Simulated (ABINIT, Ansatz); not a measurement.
# SiPbSe3 (Pm-3m): zone-centre phonons, part 3 of 4

Wanted: the vibrations of SiPbSe3 (Pm-3m) at Γ, by two programs.

ABINIT 10.8.3; DFT LDA, scalar-relativistic, plane waves, HGH norm-conserving pseudopotentials.

So far. Step 3 (Self-consistent run for the response): The cell stands at -1.1 GPa: the relaxation ran with a smoothed and higher cutoff, and the difference is a stress of the finite basis. Step 4 (Linear response at Γ): The acoustic modes at Γ come out as far as 2.9 cm⁻¹ from zero, where they should vanish, a small numerical error. The lowest optical mode is imaginary, 103i cm⁻¹, an instability at this level and on this k mesh. The relaxed cell has a = 4.812 Å (conventional setting).

The structure was built from a prototype and need not be the compound's stable phase.

### 5. Zone-centre analysis

anaddb reads the merged derivatives and imposes the acoustic sum rule.

anaddb.abi

```
ddb_filepath "gamma_DDB"
output_file "anaddb.abo"
outdata_prefix "anaddb"
asr 1
chneut 1
enunit 2
eivec 1
nph1l 1
qph1l 0.0 0.0 0.0 1.0
```

mrgddb.in

```
gamma_DDB
merged
2
dfpt_gammao_DDB
gso_DDB
```

Launch:

```sh
$ mrgddb < mrgddb.in > mrgddb.log
$ OMP_NUM_THREADS=1 anaddb anaddb.abi > anaddb.log
```

anaddb.abo, the main output file:

```text
-outvars_anaddb: echo values of input variables ----------------------

 Miscellaneous information :
      enunit         2
       eivec         1
         asr         1
 First list of wavevector (reduced coord.) :
       nph1l         1
       qph1l
                     0.00000000E+00  0.00000000E+00  0.00000000E+00    1.000E+00

================================================================================

 read the DDB information and perform some checks

  ==== Info on the Cryst% object ====
 Real(R)+Recip(G) space primitive vectors, cartesian coordinates (Bohr,Bohr^-1):
 R(1)=  9.0937972  0.0000000  0.0000000  G(1)=  0.1099651  0.0000000  0.0000000
 R(2)=  0.0000000  9.0937972  0.0000000  G(2)=  0.0000000  0.1099651  0.0000000
 R(3)=  0.0000000  0.0000000  9.0937972  G(3)=  0.0000000  0.0000000  0.1099651
 Unit cell volume ucvol=  7.5203108E+02 bohr^3
 Angles (23,13,12)=  9.00000000E+01  9.00000000E+01  9.00000000E+01 degrees
 Time-reversal symmetry is present
 Reduced atomic positions [iatom, xred, symbol]:
    1)    0.0000000  0.0000000  0.0000000  Pb
    2)    0.5000000  0.5000000  0.5000000  Si
    3)    0.5000000  0.5000000  0.0000000  Se
    4)    0.5000000  0.0000000  0.5000000  Se
    5)    0.0000000  0.5000000  0.5000000  Se

 DDB file with 3 blocks has been read.

================================================================================

 Treat the first list of vectors

  Phonon wavevector (reduced coordinates) :  0.00000  0.00000  0.00000
 Phonon energies in Hartree :
  -4.717556E-04 -4.717556E-04 -4.717556E-04 -3.371782E-04 -3.371782E-04
  -3.371782E-04 -1.908844E-04 -1.908844E-04 -1.908844E-04  0.000000E+00
   0.000000E+00  0.000000E+00  9.947492E-04  9.947492E-04  9.947492E-04
 Phonon energies in meV     :
- -1.283712E+01 -1.283712E+01 -1.283712E+01 -9.175086E+00 -9.175086E+00
- -9.175086E+00 -5.194228E+00 -5.194228E+00 -5.194228E+00  0.000000E+00
-  0.000000E+00  0.000000E+00  2.706850E+01  2.706850E+01  2.706850E+01
 Phonon frequencies in cm-1    :
- -1.035384E+02 -1.035384E+02 -1.035384E+02 -7.400206E+01 -7.400206E+01
- -7.400206E+01 -4.189427E+01 -4.189427E+01 -4.189427E+01  0.000000E+00
-  0.000000E+00  0.000000E+00  2.183222E+02  2.183222E+02  2.183222E+02
 Phonon frequencies in Thz     :
- -3.104003E+00 -3.104003E+00 -3.104003E+00 -2.218526E+00 -2.218526E+00
- -2.218526E+00 -1.255959E+00 -1.255959E+00 -1.255959E+00  0.000000E+00
-  0.000000E+00  0.000000E+00  6.545135E+00  6.545135E+00  6.545135E+00
 Phonon energies in Kelvin  :
- -1.489686E+02 -1.489686E+02 -1.489686E+02 -1.064725E+02 -1.064725E+02
- -1.064725E+02 -6.027651E+01 -6.027651E+01 -6.027651E+01  0.000000E+00
-  0.000000E+00  0.000000E+00  3.141169E+02  3.141169E+02  3.141169E+02

 Eigendisplacements
 (will be given, for each mode : in cartesian coordinates
   for each atom the real part of the displacement vector,
   then the imaginary part of the displacement vector - absolute values smaller than 1.0d-7 are set to zero)
  Mode number    1   Energy   -4.717556E-04
 Attention : low frequency mode.
   (Could be unstable or acoustic mode)
-  1  0.00000000E+00  0.00000000E+00  5.98156601E-04
-     0.00000000E+00  0.00000000E+00  0.00000000E+00
-  2  0.00000000E+00  0.00000000E+00  2.11709926E-03
-     0.00000000E+00  0.00000000E+00  0.00000000E+00
-  3  0.00000000E+00  0.00000000E+00  5.46427677E-04
-     0.00000000E+00  0.00000000E+00  0.00000000E+00
-  4  0.00000000E+00  0.00000000E+00 -1.43454613E-03
-     0.00000000E+00  0.00000000E+00  0.00000000E+00
-  5  0.00000000E+00  0.00000000E+00 -1.43454613E-03
-     0.00000000E+00  0.00000000E+00  0.00000000E+00
  Mode number    2   Energy   -4.717556E-04
 Attention : low frequency mode.
   (Could be unstable or acoustic mode)
-  1  0.00000000E+00 -5.98156601E-04  0.00000000E+00
-     0.00000000E+00  0.00000000E+00  0.00000000E+00
-  2  0.00000000E+00 -2.11709926E-03  0.00000000E+00
-     0.00000000E+00  0.00000000E+00  0.00000000E+00
-  3  0.00000000E+00  1.43454613E-03  0.00000000E+00
-     0.00000000E+00  0.00000000E+00  0.00000000E+00
-  4  0.00000000E+00 -5.46427677E-04  0.00000000E+00
-     0.00000000E+00  0.00000000E+00  0.00000000E+00
-  5  0.00000000E+00  1.43454613E-03  0.00000000E+00
-     0.00000000E+00  0.00000000E+00  0.00000000E+00
  Mode number    3   Energy   -4.717556E-04
 Attention : low frequency mode.
   (Could be unstable or acoustic mode)
-  1  5.98156601E-04  0.00000000E+00  0.00000000E+00
-     0.00000000E+00  0.00000000E+00  0.00000000E+00
-  2  2.11709926E-03  0.00000000E+00  0.00000000E+00
-     0.00000000E+00  0.00000000E+00  0.00000000E+00
-  3 -1.43454613E-03  0.00000000E+00  0.00000000E+00
-     0.00000000E+00  0.00000000E+00  0.00000000E+00
-  4 -1.43454613E-03  0.00000000E+00  0.00000000E+00
-     0.00000000E+00  0.00000000E+00  0.00000000E+00
-  5  5.46427677E-04  0.00000000E+00  0.00000000E+00
-     0.00000000E+00  0.00000000E+00  0.00000000E+00
  Mode number    4   Energy   -3.371782E-04
 Attention : low frequency mode.
   (Could be unstable or acoustic mode)
-  1  0.00000000E+00  0.00000000E+00  0.00000000E+00
-     0.00000000E+00  0.00000000E+00  0.00000000E+00
-  2  0.00000000E+00  0.00000000E+00  0.00000000E+00
-     0.00000000E+00  0.00000000E+00  0.00000000E+00
-  3  0.00000000E+00  0.00000000E+00  0.00000000E+00
-     0.00000000E+00  0.00000000E+00  0.00000000E+00
-  4  0.00000000E+00  0.00000000E+00  1.86380890E-03
-     0.00000000E+00  0.00000000E+00  0.00000000E+00
-  5  0.00000000E+00  0.00000000E+00 -1.86380890E-03
-     0.00000000E+00  0.00000000E+00  0.00000000E+00
  Mode number    5   Energy   -3.371782E-04
 Attention : low frequency mode.
   (Could be unstable or acoustic mode)
-  1  0.00000000E+00  0.00000000E+00  0.00000000E+00
-     0.00000000E+00  0.00000000E+00  0.00000000E+00
-  2  0.00000000E+00  0.00000000E+00  0.00000000E+00
-     0.00000000E+00  0.00000000E+00  0.00000000E+00
-  3  0.00000000E+00  1.86380890E-03  0.00000000E+00
-     0.00000000E+00  0.00000000E+00  0.00000000E+00
-  4  0.00000000E+00  0.00000000E+00  0.00000000E+00
-     0.00000000E+00  0.00000000E+00  0.00000000E+00
-  5  0.00000000E+00 -1.86380890E-03  0.00000000E+00
-     0.00000000E+00  0.00000000E+00  0.00000000E+00
  Mode number    6   Energy   -3.371782E-04
 Attention : low frequency mode.
   (Could be unstable or acoustic mode)
-  1  0.00000000E+00  0.00000000E+00  0.00000000E+00
-     0.00000000E+00  0.00000000E+00  0.00000000E+00
-  2  0.00000000E+00  0.00000000E+00  0.00000000E+00
-     0.00000000E+00  0.00000000E+00  0.00000000E+00
-  3  1.86380890E-03  0.00000000E+00  0.00000000E+00
-     0.00000000E+00  0.00000000E+00  0.00000000E+00
-  4 -1.86380890E-03  0.00000000E+00  0.00000000E+00
-     0.00000000E+00  0.00000000E+00  0.00000000E+00
-  5  0.00000000E+00  0.00000000E+00  0.00000000E+00
-     0.00000000E+00  0.00000000E+00  0.00000000E+00
  Mode number    7   Energy   -1.908844E-04
 Attention : low frequency mode.
   (Could be unstable or acoustic mode)
-  1  0.00000000E+00  0.00000000E+00 -1.06168737E-03
-     0.00000000E+00  0.00000000E+00  0.00000000E+00
-  2  0.00000000E+00  0.00000000E+00  2.36262880E-03
-     0.00000000E+00  0.00000000E+00  0.00000000E+00
-  3  0.00000000E+00  0.00000000E+00  1.35206419E-03
-     0.00000000E+00  0.00000000E+00  0.00000000E+00
-  4  0.00000000E+00  0.00000000E+00  2.96781915E-04
-     0.00000000E+00  0.00000000E+00  0.00000000E+00
-  5  0.00000000E+00  0.00000000E+00  2.96781915E-04
-     0.00000000E+00  0.00000000E+00  0.00000000E+00
  Mode number    8   Energy   -1.908844E-04
 Attention : low frequency mode.
   (Could be unstable or acoustic mode)
-  1  0.00000000E+00 -1.06168737E-03  0.00000000E+00
-     0.00000000E+00  0.00000000E+00  0.00000000E+00
-  2  0.00000000E+00  2.36262880E-03  0.00000000E+00
-     0.00000000E+00  0.00000000E+00  0.00000000E+00
-  3  0.00000000E+00  2.96781915E-04  0.00000000E+00
-     0.00000000E+00  0.00000000E+00  0.00000000E+00
-  4  0.00000000E+00  1.35206419E-03  0.00000000E+00
-     0.00000000E+00  0.00000000E+00  0.00000000E+00
-  5  0.00000000E+00  2.96781915E-04  0.00000000E+00
-     0.00000000E+00  0.00000000E+00  0.00000000E+00
  Mode number    9   Energy   -1.908844E-04
 Attention : low frequency mode.
   (Could be unstable or acoustic mode)
-  1  1.06168737E-03  0.00000000E+00  0.00000000E+00
-     0.00000000E+00  0.00000000E+00  0.00000000E+00
-  2 -2.36262880E-03  0.00000000E+00  0.00000000E+00
-     0.00000000E+00  0.00000000E+00  0.00000000E+00
-  3 -2.96781915E-04  0.00000000E+00  0.00000000E+00
-     0.00000000E+00  0.00000000E+00  0.00000000E+00
-  4 -2.96781915E-04  0.00000000E+00  0.00000000E+00
-     0.00000000E+00  0.00000000E+00  0.00000000E+00
-  5 -1.35206419E-03  0.00000000E+00  0.00000000E+00
-     0.00000000E+00  0.00000000E+00  0.00000000E+00
  Mode number   10   Energy    0.000000E+00
 Attention : low frequency mode.
   (Could be unstable or acoustic mode)
-  1  0.00000000E+00  0.00000000E+00  1.07788732E-03
-     0.00000000E+00  0.00000000E+00  0.00000000E+00
-  2  0.00000000E+00  0.00000000E+00  1.07788146E-03
-     0.00000000E+00  0.00000000E+00  0.00000000E+00
-  3  0.00000000E+00  0.00000000E+00  1.07788359E-03
-     0.00000000E+00  0.00000000E+00  0.00000000E+00
-  4  0.00000000E+00  0.00000000E+00  1.07788623E-03
-     0.00000000E+00  0.00000000E+00  0.00000000E+00
-  5  0.00000000E+00  0.00000000E+00  1.07788623E-03
-     0.00000000E+00  0.00000000E+00  0.00000000E+00
  Mode number   11   Energy    0.000000E+00
 Attention : low frequency mode.
   (Could be unstable or acoustic mode)
-  1  0.00000000E+00  1.07788732E-03  0.00000000E+00
-     0.00000000E+00  0.00000000E+00  0.00000000E+00
-  2  0.00000000E+00  1.07788146E-03  0.00000000E+00
-     0.00000000E+00  0.00000000E+00  0.00000000E+00
-  3  0.00000000E+00  1.07788623E-03  0.00000000E+00
-     0.00000000E+00  0.00000000E+00  0.00000000E+00
-  4  0.00000000E+00  1.07788359E-03  0.00000000E+00
-     0.00000000E+00  0.00000000E+00  0.00000000E+00
-  5  0.00000000E+00  1.07788623E-03  0.00000000E+00
-     0.00000000E+00  0.00000000E+00  0.00000000E+00
  Mode number   12   Energy    0.000000E+00
 Attention : low frequency mode.
   (Could be unstable or acoustic mode)
-  1  1.07788732E-03  0.00000000E+00  0.00000000E+00
-     0.00000000E+00  0.00000000E+00  0.00000000E+00
-  2  1.07788146E-03  0.00000000E+00  0.00000000E+00
-     0.00000000E+00  0.00000000E+00  0.00000000E+00
-  3  1.07788623E-03  0.00000000E+00  0.00000000E+00
-     0.00000000E+00  0.00000000E+00  0.00000000E+00
-  4  1.07788623E-03  0.00000000E+00  0.00000000E+00
-     0.00000000E+00  0.00000000E+00  0.00000000E+00
-  5  1.07788359E-03  0.00000000E+00  0.00000000E+00
-     0.00000000E+00  0.00000000E+00  0.00000000E+00
  Mode number   13   Energy    9.947492E-04
-  1  0.00000000E+00  0.00000000E+00  2.78204397E-05
-     0.00000000E+00  0.00000000E+00  0.00000000E+00
-  2  0.00000000E+00  0.00000000E+00  2.88210742E-03
-     0.00000000E+00  0.00000000E+00  0.00000000E+00
-  3  0.00000000E+00  0.00000000E+00 -1.91287047E-03
-     0.00000000E+00  0.00000000E+00  0.00000000E+00
-  4  0.00000000E+00  0.00000000E+00  4.07360761E-04
-     0.00000000E+00  0.00000000E+00  0.00000000E+00
-  5  0.00000000E+00  0.00000000E+00  4.07360761E-04
-     0.00000000E+00  0.00000000E+00  0.00000000E+00
  Mode number   14   Energy    9.947492E-04
-  1  0.00000000E+00  2.78204397E-05  0.00000000E+00
-     0.00000000E+00  0.00000000E+00  0.00000000E+00
-  2  0.00000000E+00  2.88210742E-03  0.00000000E+00
-     0.00000000E+00  0.00000000E+00  0.00000000E+00
-  3  0.00000000E+00  4.07360761E-04  0.00000000E+00
-     0.00000000E+00  0.00000000E+00  0.00000000E+00
-  4  0.00000000E+00 -1.91287047E-03  0.00000000E+00
-     0.00000000E+00  0.00000000E+00  0.00000000E+00
-  5  0.00000000E+00  4.07360761E-04  0.00000000E+00
-     0.00000000E+00  0.00000000E+00  0.00000000E+00
  Mode number   15   Energy    9.947492E-04
-  1  2.78204397E-05  0.00000000E+00  0.00000000E+00
-     0.00000000E+00  0.00000000E+00  0.00000000E+00
-  2  2.88210742E-03  0.00000000E+00  0.00000000E+00
-     0.00000000E+00  0.00000000E+00  0.00000000E+00
-  3  4.07360761E-04  0.00000000E+00  0.00000000E+00
-     0.00000000E+00  0.00000000E+00  0.00000000E+00
-  4  4.07360761E-04  0.00000000E+00  0.00000000E+00
-     0.00000000E+00  0.00000000E+00  0.00000000E+00
-  5 -1.91287047E-03  0.00000000E+00  0.00000000E+00
-     0.00000000E+00  0.00000000E+00  0.00000000E+00

 Analysis of degeneracies and characters (maximum tolerance=1.00E-06 a.u.)
 For each vibration mode, or group of modes if degenerate,
 the characters are given for each symmetry operation (see the list in the log file).
 Symmetry characters of vibration mode #   1
       degenerate with vibration modes #   2 to    3
  3.0 -3.0 -1.0  1.0 -1.0  1.0 -1.0  1.0  1.0 -1.0 -1.0  1.0  1.0 -1.0 -1.0  1.0
 -0.0  0.0 -0.0  0.0  0.0 -0.0  0.0 -0.0  1.0 -1.0 -1.0  1.0 -1.0  1.0  1.0 -1.0
 -0.0  0.0  0.0 -0.0  0.0 -0.0 -0.0  0.0  1.0 -1.0  1.0 -1.0 -1.0  1.0 -1.0  1.0
 Symmetry characters of vibration mode #   4
       degenerate with vibration modes #   5 to    6
  3.0 -3.0 -1.0  1.0 -1.0  1.0 -1.0  1.0 -1.0  1.0  1.0 -1.0 -1.0  1.0  1.0 -1.0
  0.0 -0.0  0.0 -0.0 -0.0  0.0 -0.0  0.0 -1.0  1.0  1.0 -1.0  1.0 -1.0 -1.0  1.0
  0.0 -0.0 -0.0  0.0 -0.0  0.0  0.0 -0.0 -1.0  1.0 -1.0  1.0  1.0 -1.0  1.0 -1.0
 Symmetry characters of vibration mode #   7
       degenerate with vibration modes #   8 to    9
  3.0 -3.0 -1.0  1.0 -1.0  1.0 -1.0  1.0  1.0 -1.0 -1.0  1.0  1.0 -1.0 -1.0  1.0
 -0.0  0.0 -0.0  0.0  0.0 -0.0 -0.0  0.0  1.0 -1.0 -1.0  1.0 -1.0  1.0  1.0 -1.0
 -0.0  0.0  0.0 -0.0 -0.0  0.0 -0.0  0.0  1.0 -1.0  1.0 -1.0 -1.0  1.0 -1.0  1.0
 Symmetry characters of vibration mode #  10
       degenerate with vibration modes #  11 to   12
  3.0 -3.0 -1.0  1.0 -1.0  1.0 -1.0  1.0  1.0 -1.0 -1.0  1.0  1.0 -1.0 -1.0  1.0
 -0.0  0.0 -0.0  0.0  0.0 -0.0  0.0 -0.0  1.0 -1.0 -1.0  1.0 -1.0  1.0  1.0 -1.0
 -0.0  0.0  0.0 -0.0  0.0 -0.0 -0.0  0.0  1.0 -1.0  1.0 -1.0 -1.0  1.0 -1.0  1.0
 Symmetry characters of vibration mode #  13
       degenerate with vibration modes #  14 to   15
  3.0 -3.0 -1.0  1.0 -1.0  1.0 -1.0  1.0  1.0 -1.0 -1.0  1.0  1.0 -1.0 -1.0  1.0
  0.0 -0.0  0.0 -0.0 -0.0  0.0 -0.0  0.0  1.0 -1.0 -1.0  1.0 -1.0  1.0  1.0 -1.0
  0.0 -0.0 -0.0  0.0 -0.0  0.0  0.0 -0.0  1.0 -1.0  1.0 -1.0 -1.0  1.0 -1.0  1.0
-
```

Run time: 0.7 s. Hardware: 1 thread of Intel Xeon at 2.70GHz, shared host.

No LO-TO term; unit eigenvectors of the mass-weighted matrix, from anaddb's displacements. Modes at Γ, with each element's share of the kinetic energy (negative means imaginary):

```csv
mode,frequency (cm⁻¹),symmetry,Pb %,Si %,Se %
1,-103.5,T1u,14,23,64
2,-103.5,T1u,14,23,64
3,-103.5,T1u,14,23,64
4,-74.0,T2u,0,0,100
5,-74.0,T2u,0,0,100
6,-74.0,T2u,0,0,100
7,-41.9,T1u,43,29,29
8,-41.9,T1u,43,29,29
9,-41.9,T1u,43,29,29
10,0.0,acoustic,44,6,50
11,0.0,acoustic,44,6,50
12,0.0,acoustic,44,6,50
13,218.3,T1u,0,43,57
14,218.3,T1u,0,43,57
15,218.3,T1u,0,43,57
```

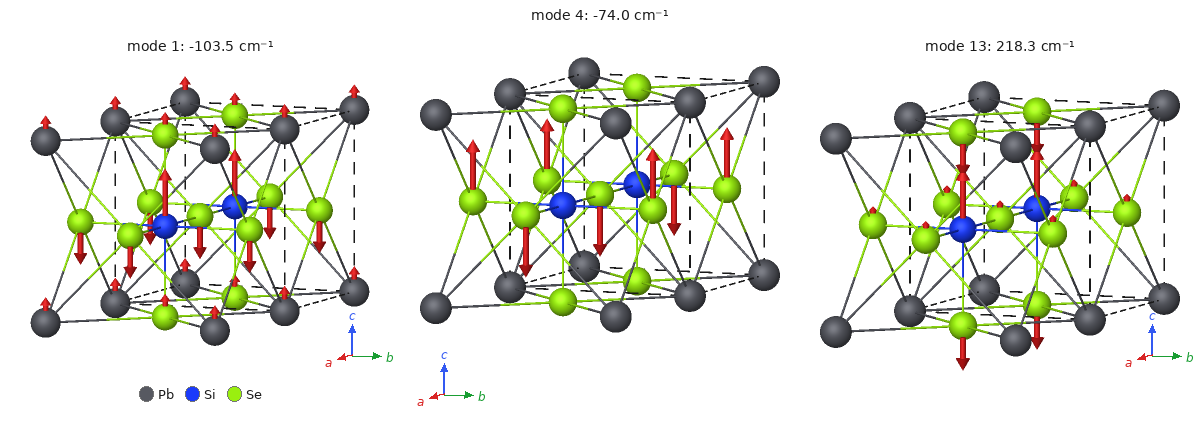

Displacement patterns of modes 1, 4 and 13 at Γ; arrows are exaggerated. 2×1×1 cells are drawn. Some periodic images of atoms are drawn too.

The rule moves no optical mode by more than 0.2 cm⁻¹.

(Part 3 of 4 ends here.)

[Host names and launcher messages were left out of these logs when they were recorded.]

[Logs are printed without paths, hosts, clocks, repeated set-up lines and the standing remarks that a program may print on its own settings, such as how far it seeks lower states.]

[Hosts, paths, dates, database ids (printed as entryN), source tags and the programs' standing remarks are cut or masked in the printed files.]
